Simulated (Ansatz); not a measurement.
# Σ3 (111) boundary in fcc Cu: structure and resistance, part 2 of 2

Aim: the relaxed structure and the specific resistance of the Σ3 (111) boundary in fcc Cu.

Ansatz 0.2.0; Ansatz plane-wave DFT, PBE, PAW files; relaxation of a bicrystal slab with its lowest layers held; PAW set soft_1 (the session's first sound run).

So far. Step 2 (Relaxing the bicrystal): The largest force component on a free atom ends at 0.029 eV/Å, under the tolerance of 0.03, after 2 steps. Step 3 (Transmission across the boundary): Over the solved energies the transmission per spin lies between 0.766 and 0.777, out of 0.794 channels of the lead on average (up to 0.800).

## Step 4: Specific resistance

This step: Ansatz plane-wave DFT, PBE, PAW files; ballistic transport by layer matching (Landauer), zero bias; specific resistance of the boundary; PAW set soft_1 (Ansatz 0.2.0).

Numbers from this step:

| Property | Result |
| --- | --- |
| area resistance | 0.02545 fΩ m² |
| T over the leads' mean channel count | 0.9731 |

Averaged over the energies near the Fermi level, 97.3 % of the channels pass, which makes 0.0255 fΩ m².

By hand, with T and the leads' channels N averaged over the energies near the Fermi level: RA = A (h/2e²)(1/T − ½[1/N₁ + 1/N₂]) = 5.659×10⁻²⁰ m² × 12 906 Ω × (1/0.7723 − ½[1/0.7936 + 1/0.7936]) = 0.0255 fΩ m².

## Step 5: Single-crystal slab for reference

This step: Ansatz plane-wave DFT, PBE, PAW files; relaxation of a single-crystal slab with its lowest layers held; PAW set soft_1 (Ansatz 0.2.0).

System of this step: Cu slab, plane (1, 1, 1). The cell holds 10 atoms: 10 Cu. Its edges and angles: a = 2.556 Å, b = 2.556 Å, c = 29.784 Å, α = 90.0°, β = 90.0°, γ = 120.0°. It derives from Cu. Vacuum lies along c.

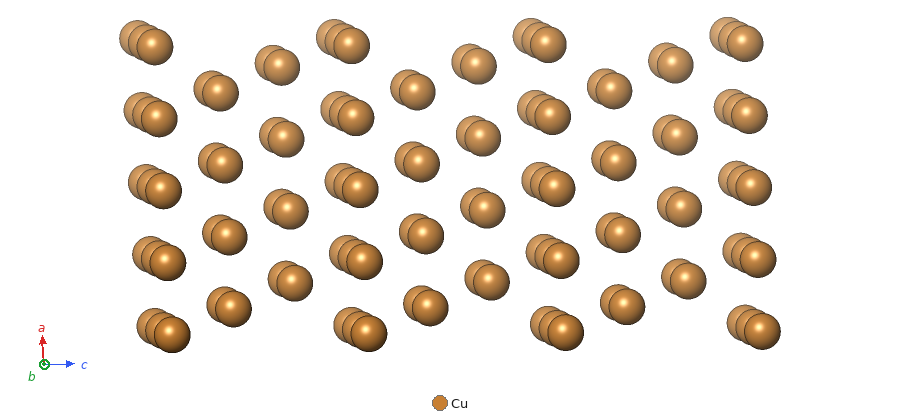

The cell of this step (copper orange). 4×2×1 cells are drawn. Some periodic images of atoms are drawn too.

The input, input.yaml:

```yaml
crystal:
  lattice:
    - [2.5561627297, 0.0, 0.0]
    - [-1.2780813649, 2.2137018601, 0.0]
    - [0.0, 0.0, 29.7838831619]
  atoms:
    - { symbol: Cu, position: [0.9999999998, 0.9999999999, 0.1678760279] }
    - { symbol: Cu, position: [0.3333333332, 0.6666666665, 0.2379507766] }
    - { symbol: Cu, position: [0.6666666665, 0.3333333332, 0.3080255254] }
    - { symbol: Cu, position: [0.9999999999, 0.9999999999, 0.3781002741] }
    - { symbol: Cu, position: [0.3333333332, 0.6666666666, 0.4481750228] }
    - { symbol: Cu, position: [0.6666666666, 0.3333333333, 0.5182497716] }
    - { symbol: Cu, position: [0.9999999999, 1.0, 0.5883245203] }
    - { symbol: Cu, position: [0.3333333333, 0.6666666666, 0.6583992691] }
    - { symbol: Cu, position: [0.6666666666, 0.3333333333, 0.7284740178] }
    - { symbol: Cu, position: [0.0, 0.0, 0.7985487665] }
kpoints:
  mp_grid: { grid: [10, 10, 1] }
hamiltonian:
  xc: pbe
  pseudopotentials: { kind: paw, azcp: { folder: soft_1 } }
scf:
  occupations: { method: fermi_dirac, width: 0.1 }
relax:
  f_tol: 0.03
  max_steps: 80
  constraints: [{ sites: [0, 1] }]
```

The run is started by

```
ansatz run input.yaml --threads 4 --pin off --max-ram 15360MiB --backend cpu --events-out ev --progress --plain --runs-dir out
```

Numbers of over 12 decimals in the logs are rounded to 6 here.

Output:

```text
Warning: crystal.symmetry: narrowed to the stabiliser of the relax constraints — unitary ops 12 → 6; lowered at sites 0, 1, 8, 9 (the operations that carried what is held of a site onto what its image site leaves free; the constrained walk keeps no symmetry that its constraints do not admit)
[...]
Crystal: 10 atoms, lattice volume = 168.535 Å³
Basis set: ecut = 420 eV, 3357 PW (Γ), exchange–correlation on 36×36×400 points (8 copies of the dense FFT grid, shifted against one another)
Bands: 114, of which v1, the nominal top of the filled ones, is band 95 counted from 1 (94 counted from 0)
Symmetry: 6 space group operations
k-points: 14 of 100 (time reversal used)
[...]
SCF iter   1: F=—  HF=-66259.731862 eV  |F-HF|=—  |Δ(HF+E_count)|=         —  Δρ=2.22e-1  dr2=4.98e1  ethr=3.10e-3  ⟨swp⟩=5.6  Hψ=5538  notcnv=0  defer=39
[...]
SCF iter  10: F=-66250.901254 eV  HF=-66250.901259 eV  |F-HF|=4.99e-6  |Δ(HF+E_count)|=   3.55e-7  Δρ=6.30e-5  dr2=9.34e-6  ethr=1.18e-8  ⟨swp⟩=3.0  Hψ=5575  notcnv=0
SCF 1 converged in 10 iterations: F = -66250.901254 eV  dr2 = 9.34e-6
[...]
relax step   1: F+E_penalty+E_count = -66250.90125400 eV  Δ(F+E_penalty+E_count) = +0.000e0 eV  max|allowed force component| = 5.075e-2 eV/Å  Δτ_max = 0.0000 Å  (10 SCF iters, dr2 threshold 2.25e-5 eV, accepted)
[...]
SCF iter   6: F=-66250.901611 eV  HF=-66250.901611 eV  |F-HF|=7.53e-8  |Δ(HF+E_count)|=   1.24e-8  Δρ=7.74e-6  dr2=7.57e-8  ethr=5.26e-11  ⟨swp⟩=4.1  Hψ=5123  notcnv=0
SCF 2 converged in 6 iterations: F = -66250.901611 eV  dr2 = 7.57e-8
relax step   2: F+E_penalty+E_count = -66250.90161134 eV  Δ(F+E_penalty+E_count) = -3.573e-4 eV  max|allowed force component| = 3.037e-2 eV/Å  Δτ_max = 0.0050 Å  (6 SCF iters, accepted)
SCF iter   1: F=—  HF=-66250.901983 eV  |F-HF|=—  |Δ(HF+E_count)|=         —  Δρ=6.94e-4  dr2=5.39e-4  ethr=3.11e-6  ⟨swp⟩=3.7  Hψ=3016  notcnv=0  defer=115
[...]
SCF iter   7: F=-66250.901804 eV  HF=-66250.901804 eV  |F-HF|=4.62e-8  |Δ(HF+E_count)|=   3.09e-8  Δρ=5.36e-6  dr2=5.00e-8  ethr=5.26e-11  ⟨swp⟩=3.1  Hψ=6127  notcnv=0
SCF 3 converged in 7 iterations: F = -66250.901804 eV  dr2 = 5.00e-8
relax step   3: F+E_penalty+E_count = -66250.90180380 eV  Δ(F+E_penalty+E_count) = -1.925e-4 eV  max|allowed force component| = 4.487e-4 eV/Å  Δτ_max = 0.0079 Å  (7 SCF iters, accepted)
SCF converged after 7 iterations
Free energy (F): -66250.901804 eV
[...]
Internal energy: -66250.780604 eV  (E = F + TS)
E sigma→0 (E₀):  -66250.841204 eV
Entropy (-TS):   -0.121200 eV (-12.120 meV/atom)
Fermi energy:    10.073994 eV
[...]
--- Forces (eV/Å), atoms counted from 1 ---
  atom   1  Cu     0.00000000    -0.00000000     0.02123094
  atom   2  Cu    -0.00000000    -0.00000000    -0.02143376
  atom   3  Cu     0.00000000     0.00000000    -0.00000980
  atom   4  Cu     0.00000000     0.00000000    -0.00001934
  atom   5  Cu     0.00000000     0.00000000    -0.00017751
  atom   6  Cu    -0.00000000    -0.00000000     0.00038159
  atom   7  Cu     0.00000000    -0.00000000     0.00020779
  atom   8  Cu    -0.00000000    -0.00000000     0.00004759
  atom   9  Cu    -0.00000000     0.00000000     0.00017285
  atom  10  Cu    -0.00000000     0.00000000    -0.00044871
  max |Σ_I F_I| component: 4.84e-5 eV/Å
--- Relaxed structure (3 steps of the walk, 3 accepted, 0 SCFs on fresh bases) ---
  F+E_penalty+E_count = -66250.90180380 eV   max|allowed force component| = 4.487e-4 eV/Å
  atoms:
    - { symbol: Cu, position: [1.0, 1.000000, 0.167876] }
    - { symbol: Cu, position: [0.333333, 0.666667, 0.23795077661] }
    - { symbol: Cu, position: [0.666667, 0.333333, 0.307760] }
    - { symbol: Cu, position: [1.0, 1.000000, 0.378013] }
    - { symbol: Cu, position: [0.333333, 0.666667, 0.448126] }
    - { symbol: Cu, position: [0.666667, 0.333333, 0.518459] }
    - { symbol: Cu, position: [1.0, 1.000000, 0.588574] }
    - { symbol: Cu, position: [0.333333, 0.666667, 0.658832] }
    - { symbol: Cu, position: [0.666667, 0.333333, 0.728650] }
[...]
```

The job ended after 25 s (4 threads of Arm Neoverse V1, shared host; peak memory 0.73 GiB).

Relaxation path:

```
step  energy less that of the first step (eV)  largest force component (eV/Å)
   1                                   0.0000                          0.0508
   2                                  -0.0004                          0.0304
   3                                  -0.0005                          0.0004
```

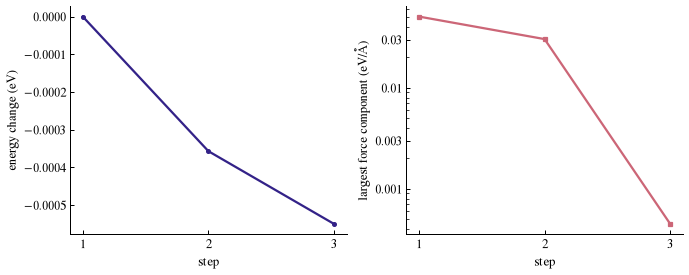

Energy and largest force along the relaxation.

The atoms that moved most (Å):

| atom | dx | dy | dz | length |
| --- | --- | --- | --- | --- |
| Cu8 | 0.000 | 0.000 | 0.013 | 0.013 |
| Cu3 | 0.000 | 0.000 | -0.008 | 0.008 |
| Cu7 | 0.000 | 0.000 | 0.007 | 0.007 |
| Cu6 | 0.000 | 0.000 | 0.006 | 0.006 |
| Cu9 | 0.000 | 0.000 | 0.005 | 0.005 |

The relaxed structure:

```
Cu
1.0
     2.55616    0.00000    0.00000
    -1.27808    2.21370    0.00000
     0.00000    0.00000   29.78388
Cu
10
Direct
  0.00000 0.00000 0.16788
  0.33333 0.66667 0.23795
  0.66667 0.33333 0.30776
  0.00000 0.00000 0.37801
  0.33333 0.66667 0.44813
  0.66667 0.33333 0.51846
  0.00000 0.00000 0.58857
  0.33333 0.66667 0.65883
  0.66667 0.33333 0.72865
  0.00000 0.00000 0.79853
```

This step gave:

```yaml
free_energy: -66250.9018 eV
energy_at_zero_smearing: -66250.8412 eV
fermi_energy: 10.07 eV
```

The largest force component on a free atom ends at 4.5e-4 eV/Å, under the tolerance of 0.03, after 3 steps.

## Step 6: Bulk reference

This step: Ansatz plane-wave DFT, PBE, PAW files; bulk reference; PAW set soft_1 (Ansatz 0.2.0).

System of this step: Cu. It takes space group Fm-3m (No. 225, cubic). Conventional cell: a = 3.615 Å, b = 3.615 Å, c = 3.615 Å, α = 90.00°, β = 90.00°, γ = 90.00°. Nearest to Cu lie 12 Cu at 2.56 Å.

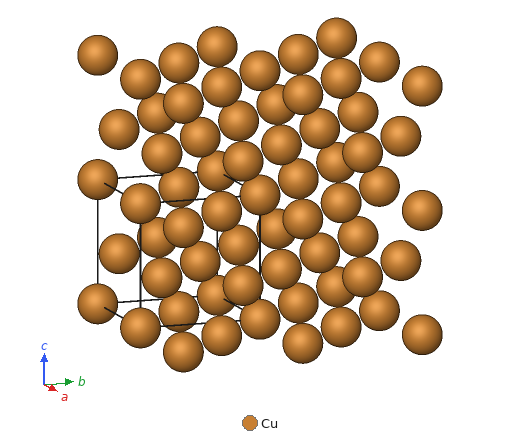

The cell of this step (copper orange). 2×2×2 conventional cells are drawn. Some periodic images of atoms are drawn too.

input.yaml, the sections that differ from step 5:

```yaml
crystal:
  lattice:
    - [0.0, 1.80748, 1.80748]
    - [1.80748, 0.0, 1.80748]
    - [1.80748, 1.80748, 0.0]
  atoms:
    - { symbol: Cu, position: [0.0, 0.0, 0.0] }
kpoints:
  mp_grid: { grid: [21, 21, 21] }
# hamiltonian, scf: as in step 5
# relax: removed
```

Output:

```text
[...]
Crystal: 1 atoms, lattice volume = 11.810 Å³
Basis set: ecut = 420 eV, 259 PW (Γ)
Bands: 14, of which v1, the nominal top of the filled ones, is band 10 counted from 1 (9 counted from 0)
Symmetry: 48 space group operations
[...]
k-points: 286 of 9261
[...]
SCF iter   1: F=—  HF=-6626.103945 eV  |F-HF|=—  |Δ(HF+E_count)|=         —  Δρ=2.68e-1  dr2=5.09e0  ethr=3.10e-3  ⟨swp⟩=4.9  Hψ=19163  notcnv=0
[...]
SCF iter   7: F=-6625.187333 eV  HF=-6625.187333 eV  |F-HF|=7.64e-11  |Δ(HF+E_count)|=  1.01e-10  Δρ=1.66e-6  dr2=1.97e-10  ethr=5.26e-10  ⟨swp⟩=2.0  Hψ=7881  notcnv=0
SCF 1 converged in 7 iterations: F = -6625.187333 eV  dr2 = 1.97e-10
[...]
SCF converged after 7 iterations
Free energy (F): -6625.187333 eV
[...]
Internal energy: -6625.176373 eV  (E = F + TS)
E sigma→0 (E₀):  -6625.181853 eV
Entropy (-TS):   -0.010960 eV (-10.960 meV/atom)
Fermi energy:    16.384214 eV
[...]
```

The job ended after 1 s (4 threads; peak memory 0.3 GiB; 2.9 s of CPU time).

Numbers from this step:

```yaml
free_energy: -6625.1873 eV
energy_at_zero_smearing: -6625.1819 eV
fermi_energy: 16.38 eV
```

## Step 7: Boundary energy

This step: Ansatz plane-wave DFT, PBE, PAW files; bicrystal less single-crystal slab less bulk atoms, a boundary area; PAW set soft_1 (Ansatz 0.2.0).

This step gave:

```
excess energy of the cell : 0.01003 eV
boundary energy           : 0.02839 J/m²
```

The boundary costs 0.028 J/m², under the few hundredths of a J/m² that differences of such thin slabs resolve.

By hand: 0.0100 eV / 5.659 Å² × 16.02 = 0.0284 J/m².

## Step 8: Results

```yaml
specific_resistance_of_the_boundary: 0.0255 fΩ m²
share_of_channels_that_pass: 0.973
boundary_energy: 0.0284 J/m²
```

**Reading.** The boundary has a specific resistance of 0.025 fΩ m² and an energy of 0.028 J/m². The boundary reflects 2.7 % of the channels; 0.025 fΩ m² is 0.25×10⁻¹² Ω·cm². That equals the resistance of 1.5 nm of bulk Cu at 300 K (measured 1.725 µΩ cm, CRC Handbook of Chemistry and Physics, 84th ed., 2003, Electrical Resistivity of Pure Metals).

[Logs are printed without paths, hosts, clocks, repeated set-up lines and the standing remarks that a program may print on its own settings, such as how far it seeks lower states.]

[Hosts, paths, dates, database ids (printed as entryN), source tags and the programs' standing remarks are cut or masked in the printed files.]
